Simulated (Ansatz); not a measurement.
# Fields on a plane of BAs (zinc blende)

```
BAs
1.0
    0.00000     2.40467     2.40467
    2.40467     0.00000     2.40467
    2.40467     2.40467     0.00000
As B
1 1
Direct
  0.75000   0.75000   0.75000
  0.00000   0.00000   0.00000
```

The slice is a {111} plane (indices of the conventional cell) through the point (0.000, 0.000, 0.000) (fractional), spanned by u = [100] and v = [-1 2 0] in vectors of this cell: u (3.40 Å) and v (5.89 Å, at 90° to u). It covers one period; positions are fractions (u, v).

Atoms on it: B at (0.00, 0.00); B at (0.50, 0.50). Other atoms lie within 1 Å of the plane.

Calculation: PBE (plane waves to 420 eV, PAW, scalar-relativistic; Ansatz, a program for electronic structure). k mesh 12×12×12. Near the nuclei the fields are pseudised (PAW); where an atom keeps semicore shells as valence, they peak there. BAs was relaxed with its symmetry unable to fall.

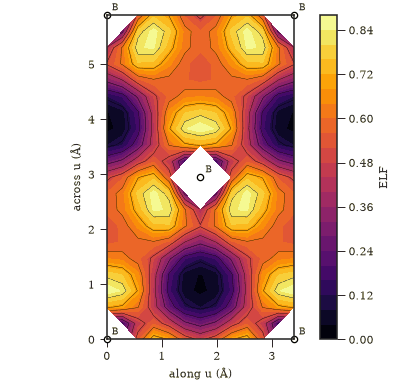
Fig. 1. Electron localisation function (ELF), one period of the plane, atoms marked. Points within 0.4 Å of a nucleus are left white, as the pseudised field means little there.

```
|xxxxxxxx..      ..xxxxxx|
|xxxxxx..  xxxxxx  ..xxxx|
|xx--==    xxxxxx    ==--|
|####**..  xxxxxx  ..**##|
|@@@@##==  xxxxxx  ==##@@|
|@@@@%%**==      --**%%@@|
|@@@@@@##==..xx::==##@@@@|
|@@@@%%++xxxxxxxxxx++%%@@|
|%%%%##xxxxxxxxxxxxxx##%%|
|==++++xxxxxxxxxxxxxx++++|
|    ..xxxxxxxxxxxxxx..  |
|xxxx  ..xxxxxxxxxx..  xx|
|xxxx    ==--xx--==    xx|
|xxxx  ..**######**..  xx|
|xxxx  ==##@@@@@@##==  xx|
|    --**%%@@@@@@%%**==  |
|xx::==##@@@@@@@@@@##==..|
|xxxxxx++%%@@@@@@%%++xxxx|
|xxxxxxxx##%%%%%%##xxxxxx|
|xxxxxxxx++++==++++xxxxxx|
```
Scale: ten equal steps from -2.00 (start of ' ') to 6.92 (end of '@'), in the order ' .:-=+*#%@'. Values: electrostatic potential energy of an electron, from the cell's mean, in eV. The map has 12 points along u (two characters each, u = 0 at the left) and 20 along v (v = 0 in the bottom row). Points within 0.9 Å of a nucleus are blanked (x), as the pseudised field means little there. Values under -2 eV are set to -2. The zero, the cell's mean, hangs on the PAW cores.
